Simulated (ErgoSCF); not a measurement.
**CH2BF (SMILES B[C]F): UB3LYP/6-311G(d,p)**

Aim: the vertical ionisation energy of CH2BF at UB3LYP/6-311G**, from 2 runs. 

The results are computed with ErgoSCF 3.8.

### Step 1. The structure to begin with

CH2BF has 5 atoms, charge 0, and is taken as a triplet. SMILES: `B[C]F`. Geometry: a GFN2-xTB relaxation, a rough one for these elements and not checked as a minimum.

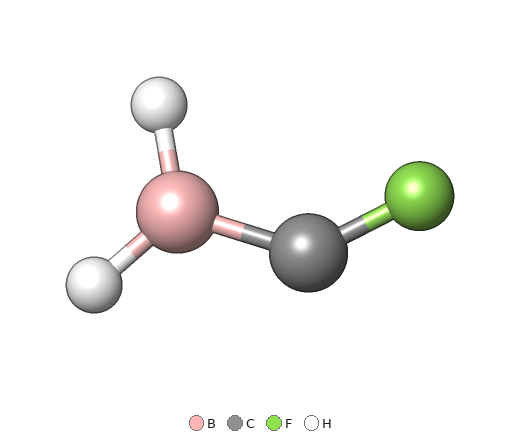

The structure, seen from a chosen angle (boron pink, carbon grey, fluorine green, hydrogen white).

### Step 2. A single-point energy at UB3LYP/6-311G(d,p)

run.inp reads:

```
set_nthreads("env")
basis = "6-311Gss"
XC.type = "LMG"
scf.output_mulliken_pop = 1
scf.use_diagonalization = 1
scf.convergence_threshold = 1e-06
spin_polarization = 2
scf.max_number_of_iterations = 150
tmpdir = "."
molecule_inline Angstrom
B     -0.505570    -0.250120    -0.120900
C      0.899880     0.179790    -0.245440
F      1.716060     0.896670     0.490070
H     -0.994750    -0.904870    -0.953460
H     -1.115610     0.078530     0.829720
EOF
run "B3LYP-G"
```

Command:

```console
$ ergo < run.inp
```

What it wrote (excerpt; [...] marks lines left out):

```text
[...]
INDF Weighted mixed functional:
[...]
INSC Energy   1 =        -74.51910659116
[...]
INDE E_LUMO =         -0.14417525074
[...]
INSC Energy  23 =       -163.90483602311  ( diff     -0.000000000455202 )
[...]
RESC CONVERGED after  23 iterations.
RESC FINAL ENERGY:       -163.90483602311
RESC FINAL <S2> =          2.00393378912
[...]
INSC SCF: dipole_moment_x [atomic units] =       0.01670434
INSC SCF: dipole_moment_y [atomic units] =       0.00974486
INSC SCF: dipole_moment_z [atomic units] =       0.00634910
[...]
```

Wall time 67 s (1 thread of Intel Xeon at 2.50GHz (Skylake/Cascade Lake), shared host); peak memory 0.27 GiB.

### Step 3. The doublet cation, same level

run.inp reads:

```
set_nthreads(1)
molecule_inline Angstrom
B  -0.505570 -0.250120 -0.120900
C  0.899880 0.179790 -0.245440
F  1.716060 0.896670 0.490070
H  -0.994750 -0.904870 -0.953460
H  -1.115610 0.078530 0.829720
EOF
XC.type = "LMG"
spin_polarization = 1
scf.convergence_threshold = 1e-06
scf.max_number_of_iterations = 150
basis = "6-311Gss"
charge = 1
tmpdir = "."
scf.output_mulliken_pop = 1
scf.use_diagonalization = 1
run "B3LYP-G"
```

Command:

```console
$ ergo < run.inp
```

What it wrote (excerpt; [...] marks lines left out):

```text
[...]
INDF Weighted mixed functional:
[...]
INSC Energy   1 =        -72.66683011096
[...]
INDE E_LUMO =         -0.46141033095
[...]
INSC Energy  28 =       -163.53046518717  ( diff     -0.000000000866578 )
[...]
RESC CONVERGED after  28 iterations.
RESC FINAL ENERGY:       -163.53046518717
RESC FINAL <S2> =          0.76041501345
[...]
INSC SCF: dipole_moment_x [atomic units] =       0.69325016
INSC SCF: dipole_moment_y [atomic units] =       0.14239968
INSC SCF: dipole_moment_z [atomic units] =      -0.18701116
[...]
```

Run time: 85 s. Hardware: 1 thread of Intel Xeon at 2.50GHz (Skylake/Cascade Lake), shared host; peak memory 0.28 GiB.

### Step 4. Outcome

At UB3LYP/6-311G**:

| quantity | value |
| --- | --- |
| triplet CH2BF: total energy | -163.90484 Eh |
| triplet CH2BF: dipole moment | 0.05 D |
| triplet CH2BF: ⟨S²⟩ | 2.004 |
| doublet cation: total energy | -163.53047 Eh |
| doublet cation: ⟨S²⟩ | 0.760 |
| vertical ionisation energy (to the doublet cation) | 10.187 eV |

**Reading.** Removing an electron at fixed nuclei costs 10.19 eV (983 kJ/mol). Mulliken charges (triplet CH2BF) run from -0.13 on F3 to +0.10 on C2; they depend strongly on the basis. Mulliken charges (doublet cation) run from +0.06 on F3 to +0.42 on C2; they depend strongly on the basis.
